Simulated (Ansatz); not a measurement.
**NH₄+ (singlet): B2PLYP, RKS PBE0, RPA-PBE over a scan of the scale of all distances, 6-31G**

How well do these functionals follow the top wave-function level for NH₄+ (singlet) over a scan of the scale of all distances?

The runs use Ansatz 0.2.0, Gaussian basis; 6-31G, all electrons in the functionals, frozen cores in the correlation of double hybrids and RPA.

To be run: B2PLYP, RKS PBE0, RPA-PBE, at 0.864; 1.000; 1.114; 1.283; 1.527; 1.758; 1.965; 2.357 (not every functional at every point).

18 further runs of the same task are left out: 17 that didn't finish, 1 set aside as unsound or not needed.

### 1 The geometry

The geometry derives from a PBE0/def2-TZVP stationary point (not a proven minimum). All distances are scaled together.

5 atoms, charge 1, spin multiplicity 1.

Atoms are counted from 1 here; the program's logs count them from 0.

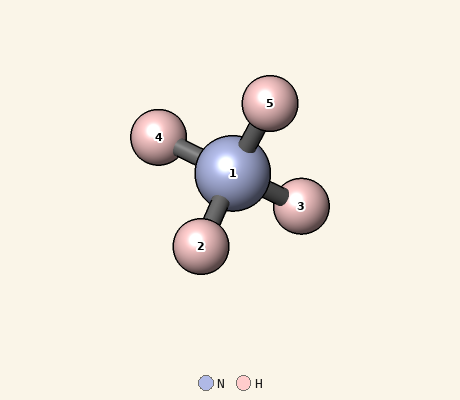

The geometry (nitrogen light blue, hydrogen pink); atoms are numbered from 1 in the order of the file.

As a file:

```
N     0.0000    0.0000    0.0000
H     0.5903    0.5923    0.5902
H    -0.5929   -0.5882    0.5917
H    -0.5890    0.5896   -0.5943
H     0.5916   -0.5937   -0.5876
```

No dispersion term is added.

The geometry shown and the zero of energy belong to the point 1.000. The yardstick, FCI, and other wave-function levels (R restricted, U unrestricted, valence and pair active spaces) come from earlier runs.

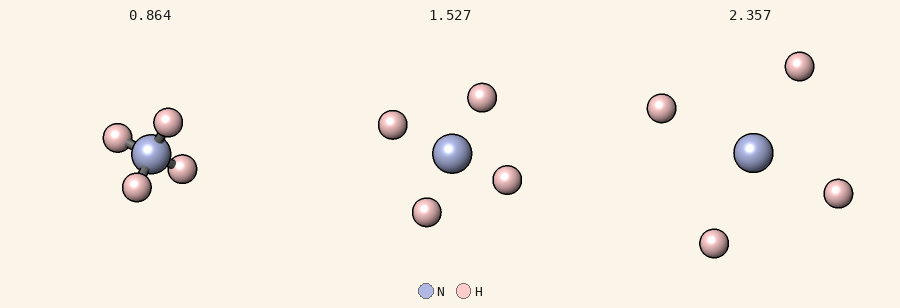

Three points of the scan; sticks are drawn by distance.

### 2 B2PLYP, 0.864

File in.yaml:

```yaml
crystal:
  periodic: [false, false, false]
  atoms:
    - {symbol: N, position_ang: [0.000000, 0.000000, 0.000000]}
    - {symbol: H, position_ang: [0.510057, 0.511749, 0.509945]}
    - {symbol: H, position_ang: [-0.512284, -0.508245, 0.511215]}
    - {symbol: H, position_ang: [-0.508881, 0.509412, -0.513447]}
    - {symbol: H, position_ang: [0.511109, -0.512917, -0.507713]}
basis:
  gaussian: {orbitals: 6-31G}
total_charge: 1
hamiltonian: {xc: {name: B2PLYP}}
correlation: {electrons: outside_noble_gas}
```

Command:

```console
> ansatz run in.yaml --threads 1 --pin off --events-out ev --progress --plain --max-ram 2393MiB
```

The log of the run:

```text
Functional definition: B2PLYP
  name "B2PLYP"
  cite "Grimme, J. Chem. Phys. 124, 034108 (2006) doi:10.1063/1.2148954"
  cite "Becke, Phys. Rev. A 38, 3098 (1988) doi:10.1103/PhysRevA.38.3098"
  cite "Lee, Yang & Parr, Phys. Rev. B 37, 785 (1988) doi:10.1103/PhysRevB.37.785"
  parameter a = 0.53
  parameter c = 0.27
  exchange = (1 - a)*b88_x + a*exact_x
  correlation = (1 - c)*lyp_c + c*(mp2_os + mp2_ss)
260 factors; integrals over basis functions are off by at most 2.1e-4 eV
mean field evaluation 1: about -1534.9819 eV, gradient 6.4e1 eV
mean field evaluation 2: about -1534.9767 eV, gradient 6.4e1 eV
mean field evaluation 4: about -1542.2870 eV, gradient 6.8e-1 eV
mean field evaluation 8: about -1542.2846 eV, gradient 4.3e-4 eV
mean field -1542.28463195 eV, -56.6779148262 hartree, gradient 6.7e-6 eV, S^2 0.000000; 0 other end points of the search recorded, 0 dependent functions left out
1 core orbitals not correlated: weight in the atoms' cores, before any rotation towards them, 1.000 or more for the frozen orbitals, at most 0.000 for the correlated occupied ones
reference -1542.28469652 eV, -56.6779171991 hartree; 4, 4 occupied and 12, 12 virtual orbitals, 260 factors
second order -3.27200896 eV of doubles, -0.00000000 eV of singles
Total energy: -1543.16813894 eV, -56.7103831093 hartree
```

Run time: 0.3 s. Hardware: 1 thread of AMD EPYC 7R43, shared host.

### 3 B2PLYP, 1.000

File in.yaml:

```yaml
crystal:
  periodic: [false, false, false]
  atoms:
    - {symbol: N, position_ang: [0.000000, 0.000000, 0.000000]}
    - {symbol: H, position_ang: [0.590343, 0.592302, 0.590214]}
    - {symbol: H, position_ang: [-0.592921, -0.588246, 0.591684]}
    - {symbol: H, position_ang: [-0.588983, 0.589598, -0.594267]}
    - {symbol: H, position_ang: [0.591561, -0.593654, -0.587631]}
basis:
  gaussian: {orbitals: 6-31G}
total_charge: 1
hamiltonian: {xc: {name: B2PLYP}}
correlation: {electrons: outside_noble_gas}
```

The command is unchanged.

The log of the run, cut to the lines that bear on the results:

```text
Functional definition: B2PLYP
  name "B2PLYP"
  cite "Grimme, J. Chem. Phys. 124, 034108 (2006) doi:10.1063/1.2148954"
  cite "Becke, Phys. Rev. A 38, 3098 (1988) doi:10.1103/PhysRevA.38.3098"
  cite "Lee, Yang & Parr, Phys. Rev. B 37, 785 (1988) doi:10.1103/PhysRevB.37.785"
[...]
260 factors; integrals over basis functions are off by at most 2.3e-4 eV
[...]
mean field -1544.46575956 eV, -56.7580697874 hartree, gradient 3.3e-6 eV, S^2 0.000000; 0 other end points of the search recorded, 0 dependent functions left out
1 core orbitals not correlated: weight in the atoms' cores, before any rotation towards them, 1.000 or more for the frozen orbitals, at most 0.000 for the correlated occupied ones
reference -1544.46582497 eV, -56.7580721912 hartree; 4, 4 occupied and 12, 12 virtual orbitals, 260 factors
second order -3.90102625 eV of doubles, -0.00000000 eV of singles
Total energy: -1545.51910206 eV, -56.7967794103 hartree
```

It took 0.27 s on 1 thread of AMD EPYC 7R43, shared host.

### 4 B2PLYP, 1.114

File in.yaml:

```yaml
crystal:
  periodic: [false, false, false]
  atoms:
    - {symbol: N, position_ang: [0.000000, 0.000000, 0.000000]}
    - {symbol: H, position_ang: [0.657642, 0.659825, 0.657498]}
    - {symbol: H, position_ang: [-0.660514, -0.655306, 0.659136]}
    - {symbol: H, position_ang: [-0.656127, 0.656812, -0.662013]}
    - {symbol: H, position_ang: [0.658999, -0.661330, -0.654621]}
basis:
  gaussian: {orbitals: 6-31G}
total_charge: 1
hamiltonian: {xc: {name: B2PLYP}}
correlation: {electrons: outside_noble_gas}
```

The command is unchanged.

The log of the run, cut to the lines that bear on the results:

```text
Functional definition: B2PLYP
  name "B2PLYP"
  cite "Grimme, J. Chem. Phys. 124, 034108 (2006) doi:10.1063/1.2148954"
  cite "Becke, Phys. Rev. A 38, 3098 (1988) doi:10.1103/PhysRevA.38.3098"
  cite "Lee, Yang & Parr, Phys. Rev. B 37, 785 (1988) doi:10.1103/PhysRevB.37.785"
[...]
260 factors; integrals over basis functions are off by at most 2.2e-4 eV
[...]
mean field -1543.45386626 eV, -56.7208833943 hartree, gradient 3.2e-6 eV, S^2 0.000000; 0 other end points of the search recorded, 0 dependent functions left out
1 core orbitals not correlated: weight in the atoms' cores, before any rotation towards them, 1.000 or more for the frozen orbitals, at most 0.000 for the correlated occupied ones
reference -1543.45394007 eV, -56.7208861069 hartree; 4, 4 occupied and 12, 12 virtual orbitals, 260 factors
second order -4.46413616 eV of doubles, -0.00000000 eV of singles
Total energy: -1544.65925683 eV, -56.7651806809 hartree
```

Wall time 0.3 s (1 thread of AMD EPYC 7R43, shared host).

From 1.000: +83.0 kJ/mol.

### 5 B2PLYP, 1.283

File in.yaml:

```yaml
crystal:
  periodic: [false, false, false]
  atoms:
    - {symbol: N, position_ang: [0.000000, 0.000000, 0.000000]}
    - {symbol: H, position_ang: [0.757410, 0.759924, 0.757244]}
    - {symbol: H, position_ang: [-0.760718, -0.754720, 0.759131]}
    - {symbol: H, position_ang: [-0.755665, 0.756454, -0.762444]}
    - {symbol: H, position_ang: [0.758973, -0.761658, -0.753931]}
basis:
  gaussian: {orbitals: 6-31G}
total_charge: 1
hamiltonian: {xc: {name: B2PLYP}}
correlation: {electrons: outside_noble_gas}
```

Same command.

The log of the run, cut to the lines that bear on the results:

```text
Functional definition: B2PLYP
  name "B2PLYP"
  cite "Grimme, J. Chem. Phys. 124, 034108 (2006) doi:10.1063/1.2148954"
  cite "Becke, Phys. Rev. A 38, 3098 (1988) doi:10.1103/PhysRevA.38.3098"
  cite "Lee, Yang & Parr, Phys. Rev. B 37, 785 (1988) doi:10.1103/PhysRevB.37.785"
[...]
260 factors; integrals over basis functions are off by at most 2.3e-4 eV
[...]
mean field -1540.07110600 eV, -56.5965692480 hartree, gradient 7.4e-7 eV, S^2 0.000000; 0 other end points of the search recorded, 0 dependent functions left out
1 core orbitals not correlated: weight in the atoms' cores, before any rotation towards them, 1.000 or more for the frozen orbitals, at most 0.000 for the correlated occupied ones
reference -1540.07120391 eV, -56.5965728458 hartree; 4, 4 occupied and 12, 12 virtual orbitals, 260 factors
second order -5.38342476 eV of doubles, -0.00000000 eV of singles
Total energy: -1541.52472859 eV, -56.6499888927 hartree
```

It took 0.3 s on 1 thread of AMD EPYC 7R43, shared host.

From 1.000: +385.4 kJ/mol.

### 6 B2PLYP, 1.527

File in.yaml:

```yaml
crystal:
  periodic: [false, false, false]
  atoms:
    - {symbol: N, position_ang: [0.000000, 0.000000, 0.000000]}
    - {symbol: H, position_ang: [0.901454, 0.904446, 0.901256]}
    - {symbol: H, position_ang: [-0.905391, -0.898252, 0.903502]}
    - {symbol: H, position_ang: [-0.899377, 0.900316, -0.907445]}
    - {symbol: H, position_ang: [0.903314, -0.906509, -0.897313]}
basis:
  gaussian: {orbitals: 6-31G}
total_charge: 1
magnetization: {spin_polarized: true, initial_magnetization: 0}
hamiltonian: {xc: {name: B2PLYP}}
correlation: {electrons: outside_noble_gas}
```

The command is unchanged.

The log of the run, cut to the lines that bear on the results:

```text
Functional definition: B2PLYP
  name "B2PLYP"
  cite "Grimme, J. Chem. Phys. 124, 034108 (2006) doi:10.1063/1.2148954"
  cite "Becke, Phys. Rev. A 38, 3098 (1988) doi:10.1103/PhysRevA.38.3098"
  cite "Lee, Yang & Parr, Phys. Rev. B 37, 785 (1988) doi:10.1103/PhysRevB.37.785"
[...]
260 factors; integrals over basis functions are off by at most 2.1e-4 eV
[...]
mean field -1534.39496854 eV, -56.3879750437 hartree, gradient 1.8e-6 eV, S^2 0.000000; 4 other end points of the search recorded, 0 dependent functions left out
1 core orbitals not correlated: weight in the atoms' cores, before any rotation towards them, 1.000 or more for the frozen orbitals, at most 0.000 for the correlated occupied ones
reference -1534.39504904 eV, -56.3879780017 hartree; 4, 4 occupied and 12, 12 virtual orbitals, 260 factors
second order -6.98684386 eV of doubles, -0.00000000 eV of singles
Total energy: -1536.28149688 eV, -56.4573036813 hartree
```

Wall time 0.66 s (1 thread of AMD EPYC 7R43, shared host).

From the report: ⟨S²⟩ of the determinant 0.000 (pure singlet: 0.00).

From 1.000: +891.3 kJ/mol.

### 7 B2PLYP, 1.758

File in.yaml:

```yaml
crystal:
  periodic: [false, false, false]
  atoms:
    - {symbol: N, position_ang: [0.000000, 0.000000, 0.000000]}
    - {symbol: H, position_ang: [1.037823, 1.041267, 1.037596]}
    - {symbol: H, position_ang: [-1.042355, -1.034137, 1.040181]}
    - {symbol: H, position_ang: [-1.035432, 1.036513, -1.044721]}
    - {symbol: H, position_ang: [1.039964, -1.043643, -1.033056]}
basis:
  gaussian: {orbitals: 6-31G}
total_charge: 1
magnetization: {spin_polarized: true, initial_magnetization: 0}
hamiltonian: {xc: {name: B2PLYP}}
correlation: {electrons: outside_noble_gas}
```

Same command.

The log of the run, cut to the lines that bear on the results:

```text
Functional definition: B2PLYP
  name "B2PLYP"
  cite "Grimme, J. Chem. Phys. 124, 034108 (2006) doi:10.1063/1.2148954"
  cite "Becke, Phys. Rev. A 38, 3098 (1988) doi:10.1103/PhysRevA.38.3098"
  cite "Lee, Yang & Parr, Phys. Rev. B 37, 785 (1988) doi:10.1103/PhysRevB.37.785"
[...]
260 factors; integrals over basis functions are off by at most 2.0e-4 eV
[...]
mean field -1530.08569362 eV, -56.2296121113 hartree, gradient 1.3e-6 eV, S^2 1.021238; 3 other end points of the search recorded, 0 dependent functions left out
1 core orbitals not correlated: weight in the atoms' cores, before any rotation towards them, 1.000 or more for the frozen orbitals, at most 0.000 for the correlated occupied ones
reference -1530.08579141 eV, -56.2296157050 hartree; 4, 4 occupied and 12, 12 virtual orbitals, 260 factors
second order -4.96561590 eV of doubles, -0.00000000 eV of singles
Total energy: -1531.42650770 eV, -56.2788861200 hartree
```

Wall time 1.3 s (1 thread of AMD EPYC 7R43, shared host).

From the report: ⟨S²⟩ of the determinant 1.021 (pure singlet: 0.00). The determinant is far from a pure spin state, so its energy mixes those of several spin states (harmless only where they are near-degenerate, as at dissociation).

From 1.000: +1359.7 kJ/mol.

### 8 B2PLYP, 1.965

File in.yaml:

```yaml
crystal:
  periodic: [false, false, false]
  atoms:
    - {symbol: N, position_ang: [0.000000, 0.000000, 0.000000]}
    - {symbol: H, position_ang: [1.160024, 1.163874, 1.159770]}
    - {symbol: H, position_ang: [-1.165090, -1.155904, 1.162659]}
    - {symbol: H, position_ang: [-1.157351, 1.158559, -1.167734]}
    - {symbol: H, position_ang: [1.162417, -1.166529, -1.154695]}
basis:
  gaussian: {orbitals: 6-31G}
total_charge: 1
magnetization: {spin_polarized: true, initial_magnetization: 0}
hamiltonian: {xc: {name: B2PLYP}}
correlation: {electrons: outside_noble_gas}
```

Launched as before.

The log of the run, cut to the lines that bear on the results:

```text
Functional definition: B2PLYP
  name "B2PLYP"
  cite "Grimme, J. Chem. Phys. 124, 034108 (2006) doi:10.1063/1.2148954"
  cite "Becke, Phys. Rev. A 38, 3098 (1988) doi:10.1103/PhysRevA.38.3098"
  cite "Lee, Yang & Parr, Phys. Rev. B 37, 785 (1988) doi:10.1103/PhysRevB.37.785"
[...]
260 factors; integrals over basis functions are off by at most 1.9e-4 eV
[...]
mean field -1527.98677972 eV, -56.1524784482 hartree, gradient 2.9e-6 eV, S^2 1.915516; 6 other end points of the search recorded, 0 dependent functions left out
1 core orbitals not correlated: weight in the atoms' cores, before any rotation towards them, 1.000 or more for the frozen orbitals, at most 0.000 for the correlated occupied ones
reference -1527.98690264 eV, -56.1524829652 hartree; 4, 4 occupied and 12, 12 virtual orbitals, 260 factors
second order -2.94653728 eV of doubles, -0.00000000 eV of singles
Total energy: -1528.78246770 eV, -56.1817194421 hartree
```

It took 1.8 s on 1 thread of AMD EPYC 7R43, shared host.

From the report: ⟨S²⟩ of the determinant 1.916 (pure singlet: 0.00). The determinant is far from a pure spin state, so its energy mixes those of several spin states (harmless only where they are near-degenerate, as at dissociation).

From 1.000: +1614.8 kJ/mol.

### 9 B2PLYP, 2.357

File in.yaml:

```yaml
crystal:
  periodic: [false, false, false]
  atoms:
    - {symbol: N, position_ang: [0.000000, 0.000000, 0.000000]}
    - {symbol: H, position_ang: [1.391439, 1.396056, 1.391134]}
    - {symbol: H, position_ang: [-1.397515, -1.386497, 1.394600]}
    - {symbol: H, position_ang: [-1.388233, 1.389682, -1.400687]}
    - {symbol: H, position_ang: [1.394309, -1.399242, -1.385047]}
basis:
  gaussian: {orbitals: 6-31G}
total_charge: 1
magnetization: {spin_polarized: true, initial_magnetization: 0}
hamiltonian: {xc: {name: B2PLYP}}
correlation: {electrons: outside_noble_gas}
```

The command is unchanged.

The log of the run, cut to the lines that bear on the results:

```text
Functional definition: B2PLYP
  name "B2PLYP"
  cite "Grimme, J. Chem. Phys. 124, 034108 (2006) doi:10.1063/1.2148954"
  cite "Becke, Phys. Rev. A 38, 3098 (1988) doi:10.1103/PhysRevA.38.3098"
  cite "Lee, Yang & Parr, Phys. Rev. B 37, 785 (1988) doi:10.1103/PhysRevB.37.785"
[...]
260 factors; integrals over basis functions are off by at most 2.2e-4 eV
[...]
mean field -1526.38012671 eV, -56.0934350389 hartree, gradient 6.9e-7 eV, S^2 2.680840; 3 other end points of the search recorded, 0 dependent functions left out
1 core orbitals not correlated: weight in the atoms' cores, before any rotation towards them, 1.000 or more for the frozen orbitals, at most 0.000 for the correlated occupied ones
reference -1526.38028350 eV, -56.0934408011 hartree; 4, 4 occupied and 12, 12 virtual orbitals, 260 factors
second order -1.45590017 eV of doubles, -0.00000000 eV of singles
Total energy: -1526.77337655 eV, -56.1078867041 hartree
```

Run time: 1.4 s. Hardware: 1 thread of AMD EPYC 7R43, shared host.

From the report: ⟨S²⟩ of the determinant 2.681 (pure singlet: 0.00). The determinant is far from a pure spin state, so its energy mixes those of several spin states (harmless only where they are near-degenerate, as at dissociation).

From 1.000: +1808.7 kJ/mol.

### 10 RKS PBE0, 1.527

File in.yaml:

```yaml
crystal:
  periodic: [false, false, false]
  atoms:
    - {symbol: N, position_ang: [0.000000, 0.000000, 0.000000]}
    - {symbol: H, position_ang: [0.901454, 0.904446, 0.901256]}
    - {symbol: H, position_ang: [-0.905391, -0.898252, 0.903502]}
    - {symbol: H, position_ang: [-0.899377, 0.900316, -0.907445]}
    - {symbol: H, position_ang: [0.903314, -0.906509, -0.897313]}
basis:
  gaussian: {orbitals: 6-31G}
total_charge: 1
hamiltonian: {xc: {name: PBE0}}
```

Same command.

The log of the run:

```text
Functional definition: PBE0
  name "PBE0"
  cite "Adamo & Barone, J. Chem. Phys. 110, 6158 (1999) doi:10.1063/1.478522"
  cite "Perdew, Burke & Ernzerhof, Phys. Rev. Lett. 77, 3865 (1996) doi:10.1103/PhysRevLett.77.3865"
  parent pbe
  parameter a = 0.25
  parameter kappa = 0.804
  parameter beta = 0.06672455060314922
  exchange = (1 - a)*pbe_x(kappa = kappa, mu = beta*pi^2/3) + a*exact_x
  correlation = pbe_c(beta = beta)
260 factors; integrals over basis functions are off by at most 2.1e-4 eV
mean field evaluation 1: about -1514.1127 eV, gradient 9.7e1 eV
mean field evaluation 2: about -1460.0067 eV, gradient 1.3e2 eV
mean field evaluation 4: about -1535.7414 eV, gradient 1.8e1 eV
mean field evaluation 8: about -1536.5205 eV, gradient 3.0e-1 eV
mean field evaluation 16: about -1536.5207 eV, gradient 3.4e-6 eV
mean field -1536.52069630 eV, -56.4660940978 hartree, gradient 3.4e-6 eV, S^2 0.000000; 0 other end points of the search recorded, 0 dependent functions left out
reference -1536.52070811 eV, -56.4660945318 hartree; 5, 5 occupied and 12, 12 virtual orbitals, 260 factors
Total energy: -1536.52070811 eV, -56.4660945318 hartree
```

It took 0.24 s on 1 thread of AMD EPYC 7R43, shared host.

### 11 RKS PBE0, 1.758

File in.yaml:

```yaml
crystal:
  periodic: [false, false, false]
  atoms:
    - {symbol: N, position_ang: [0.000000, 0.000000, 0.000000]}
    - {symbol: H, position_ang: [1.037823, 1.041267, 1.037596]}
    - {symbol: H, position_ang: [-1.042355, -1.034137, 1.040181]}
    - {symbol: H, position_ang: [-1.035432, 1.036513, -1.044721]}
    - {symbol: H, position_ang: [1.039964, -1.043643, -1.033056]}
basis:
  gaussian: {orbitals: 6-31G}
total_charge: 1
hamiltonian: {xc: {name: PBE0}}
```

Launched as before.

The log of the run:

```text
Functional definition: PBE0
  name "PBE0"
  cite "Adamo & Barone, J. Chem. Phys. 110, 6158 (1999) doi:10.1063/1.478522"
  cite "Perdew, Burke & Ernzerhof, Phys. Rev. Lett. 77, 3865 (1996) doi:10.1103/PhysRevLett.77.3865"
  parent pbe
  parameter a = 0.25
  parameter kappa = 0.804
  parameter beta = 0.06672455060314922
  exchange = (1 - a)*pbe_x(kappa = kappa, mu = beta*pi^2/3) + a*exact_x
  correlation = pbe_c(beta = beta)
260 factors; integrals over basis functions are off by at most 2.0e-4 eV
mean field evaluation 1: about -1498.2379 eV, gradient 1.1e2 eV
mean field evaluation 2: about -1410.2066 eV, gradient 1.2e2 eV
mean field evaluation 4: about -1485.7832 eV, gradient 1.3e2 eV
mean field evaluation 8: about -1532.0086 eV, gradient 2.6e-2 eV
mean field -1532.00860215 eV, -56.3002776963 hartree, gradient 4.1e-5 eV, S^2 0.000000; 0 other end points of the search recorded, 0 dependent functions left out
reference -1532.00861410 eV, -56.3002781355 hartree; 5, 5 occupied and 12, 12 virtual orbitals, 260 factors
Total energy: -1532.00861410 eV, -56.3002781355 hartree
```

Wall time 0.24 s (1 thread of AMD EPYC 7R43, shared host).

### 12 RKS PBE0, 1.965

File in.yaml:

```yaml
crystal:
  periodic: [false, false, false]
  atoms:
    - {symbol: N, position_ang: [0.000000, 0.000000, 0.000000]}
    - {symbol: H, position_ang: [1.160024, 1.163874, 1.159770]}
    - {symbol: H, position_ang: [-1.165090, -1.155904, 1.162659]}
    - {symbol: H, position_ang: [-1.157351, 1.158559, -1.167734]}
    - {symbol: H, position_ang: [1.162417, -1.166529, -1.154695]}
basis:
  gaussian: {orbitals: 6-31G}
total_charge: 1
hamiltonian: {xc: {name: PBE0}}
```

Launched as before.

The log of the run:

```text
Functional definition: PBE0
  name "PBE0"
  cite "Adamo & Barone, J. Chem. Phys. 110, 6158 (1999) doi:10.1063/1.478522"
  cite "Perdew, Burke & Ernzerhof, Phys. Rev. Lett. 77, 3865 (1996) doi:10.1103/PhysRevLett.77.3865"
  parent pbe
  parameter a = 0.25
  parameter kappa = 0.804
  parameter beta = 0.06672455060314922
  exchange = (1 - a)*pbe_x(kappa = kappa, mu = beta*pi^2/3) + a*exact_x
  correlation = pbe_c(beta = beta)
260 factors; integrals over basis functions are off by at most 1.9e-4 eV
mean field evaluation 1: about -1483.8138 eV, gradient 1.2e2 eV
mean field evaluation 2: about -1379.3815 eV, gradient 8.9e1 eV
mean field evaluation 4: about -1428.8451 eV, gradient 1.7e2 eV
mean field evaluation 8: about -1528.7433 eV, gradient 1.3e-2 eV
mean field -1528.74194203 eV, -56.1802301511 hartree, gradient 3.3e-5 eV, S^2 0.000000; 0 other end points of the search recorded, 0 dependent functions left out
reference -1528.74195639 eV, -56.1802306787 hartree; 5, 5 occupied and 12, 12 virtual orbitals, 260 factors
Total energy: -1528.74195639 eV, -56.1802306787 hartree
```

Wall time 0.24 s (1 thread of AMD EPYC 7R43, shared host).

### 13 RKS PBE0, 2.357

File in.yaml:

```yaml
crystal:
  periodic: [false, false, false]
  atoms:
    - {symbol: N, position_ang: [0.000000, 0.000000, 0.000000]}
    - {symbol: H, position_ang: [1.391439, 1.396056, 1.391134]}
    - {symbol: H, position_ang: [-1.397515, -1.386497, 1.394600]}
    - {symbol: H, position_ang: [-1.388233, 1.389682, -1.400687]}
    - {symbol: H, position_ang: [1.394309, -1.399242, -1.385047]}
basis:
  gaussian: {orbitals: 6-31G}
total_charge: 1
hamiltonian: {xc: {name: PBE0}}
```

The command is unchanged.

The log of the run:

```text
Functional definition: PBE0
  name "PBE0"
  cite "Adamo & Barone, J. Chem. Phys. 110, 6158 (1999) doi:10.1063/1.478522"
  cite "Perdew, Burke & Ernzerhof, Phys. Rev. Lett. 77, 3865 (1996) doi:10.1103/PhysRevLett.77.3865"
  parent pbe
  parameter a = 0.25
  parameter kappa = 0.804
  parameter beta = 0.06672455060314922
  exchange = (1 - a)*pbe_x(kappa = kappa, mu = beta*pi^2/3) + a*exact_x
  correlation = pbe_c(beta = beta)
260 factors; integrals over basis functions are off by at most 2.2e-4 eV
mean field evaluation 1: about -1462.5955 eV, gradient 1.3e2 eV
mean field evaluation 2: about -1354.3539 eV, gradient 6.2e1 eV
mean field evaluation 4: about -1383.6891 eV, gradient 1.8e2 eV
mean field evaluation 8: about -1524.3001 eV, gradient 7.3e-2 eV
mean field -1524.29775540 eV, -56.0169093049 hartree, gradient 1.3e-5 eV, S^2 0.000000; 0 other end points of the search recorded, 0 dependent functions left out
reference -1524.29777553 eV, -56.0169100444 hartree; 5, 5 occupied and 12, 12 virtual orbitals, 260 factors
Total energy: -1524.29777553 eV, -56.0169100444 hartree
```

It took 0.27 s on 1 thread of AMD EPYC 7R43, shared host.

[end of part 1 of 2]
